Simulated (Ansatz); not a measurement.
FGeH$_{3}$O$_{3}$

```xyz
8

Ge   -0.1193   -0.1593   -0.0747
F     0.0809    0.0189    1.6444
O     1.4287   -0.6491   -0.7362
H     2.1710   -0.1226   -0.4081
O    -0.6457    1.3709   -0.7442
H    -1.5900    1.5322   -0.6101
O    -1.3406   -1.3769   -0.3901
H    -1.0776   -2.2626   -0.1040
```

All numbers below come from Ansatz, RKS B3LYP-D4/def2-SVP.

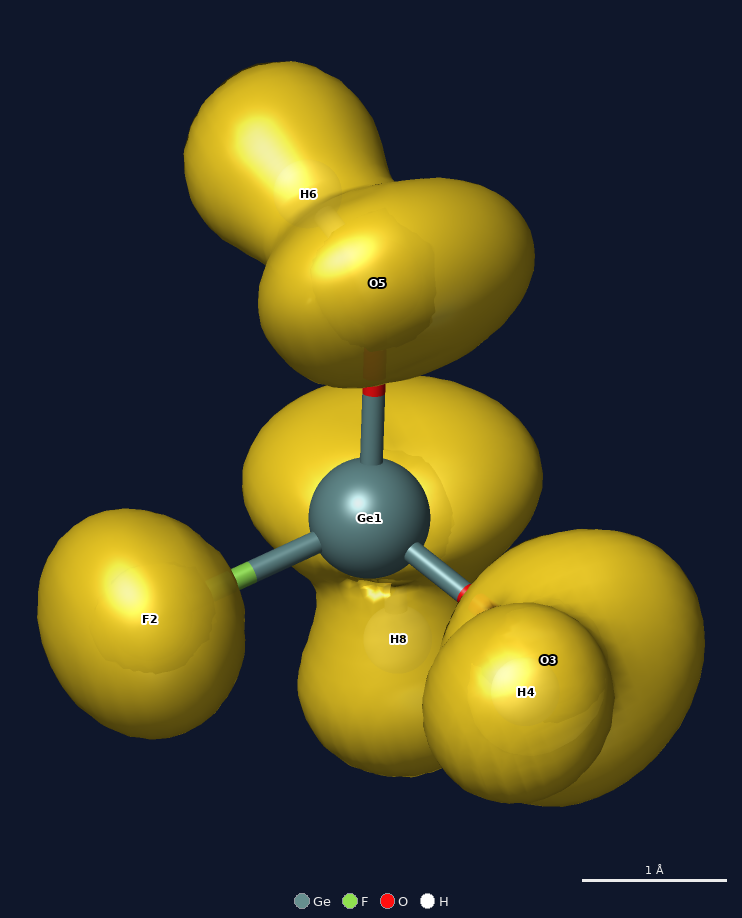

Figure 1. Isosurface of the ELF at 0.75 (yellow), seen at an oblique angle. Core shells and regions of very low density are left out.

Identify the bonds, lone pairs and shells in this picture.

Answer. At this value the surface marks out one region wrapped around F (its valence shell) and three joined regions spread over several atoms (H, O), in which their bonds and any lone pairs are merged.


Ge–F (1.74 Å): the ELF peaks at about 0.80 in the valence shell of F, 0.6 Å from its nucleus, and is about 0.20 at the midpoint. Ge–O (1.75 Å): the ELF peaks at about 0.85 in the valence shell of O, 0.6 Å from its nucleus, and is about 0.35 at the midpoint.

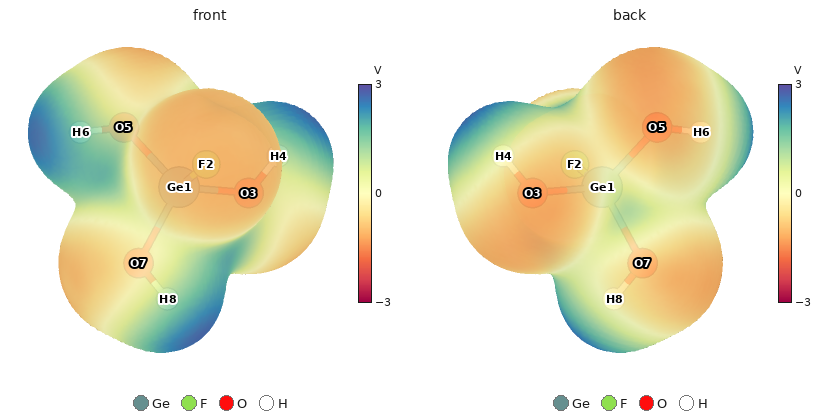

Figure 2. The molecular electrostatic potential painted on the density surface at 0.002 e/bohr³, seen from the front and from behind; red is negative and blue positive.

Which sites attract a positive test charge, and which a negative one?

Answer. A positive charge is drawn to the negative regions and a negative charge to the positive ones. The most negative region (about −1.3 V) lies over O3 and O5, the most positive (about +2.7 V) over H4, H6 and H8.

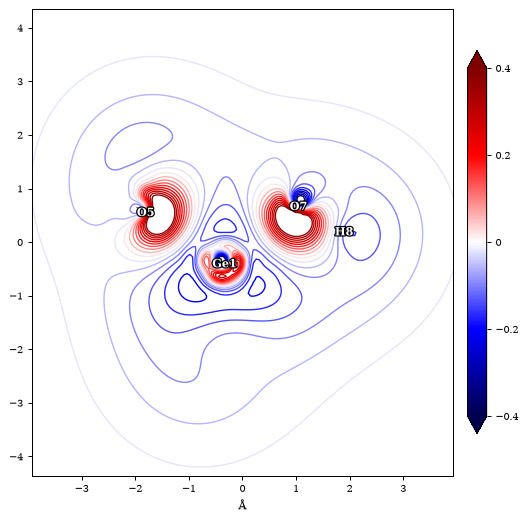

Figure 3. The LUMO on the plane of atoms Ge1, O7 and H8 (values in Å⁻³ᐟ²; the overall sign is arbitrary).

What is the character of this orbital?

Answer. By Hirshfeld shares it lies mainly on Ge1 (about 35 %), O5 (about 10 %), O7 (about 10 %), O3 (about 10 %), F2 (about 10 %) and H8 (about 10 %). Its energy is −0.61 eV.

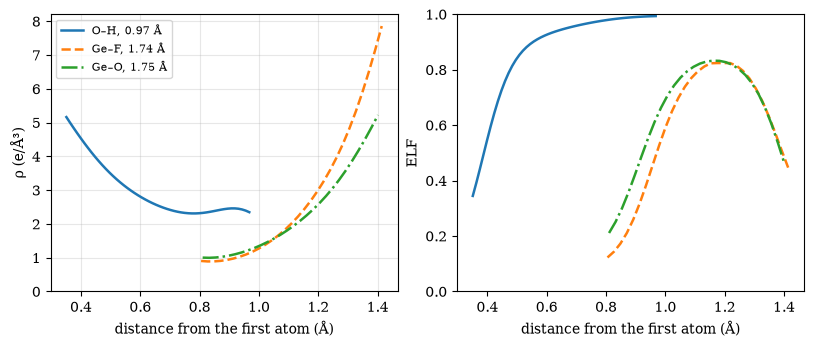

Figure 4. Total electron density and ELF along straight lines between neighbouring atoms. The curves leave out the atomic cores.

Compare the contacts.

Answer. O–H (0.97 Å): the density is about 3.6 e/Å³ at the midpoint; the ELF climbs to about 1 towards the hydrogen, as it does in any bond to H: a covalent bond by its length.
Ge–F (1.74 Å): the density is about 0.91 e/Å³ at the midpoint; the ELF peaks at about 0.80 in the valence shell of F, 0.6 Å from its nucleus, and is about 0.20 at the midpoint.
Ge–O (1.75 Å): the density is about 1 e/Å³ at the midpoint; the ELF peaks at about 0.85 in the valence shell of O, 0.6 Å from its nucleus, and is about 0.35 at the midpoint.
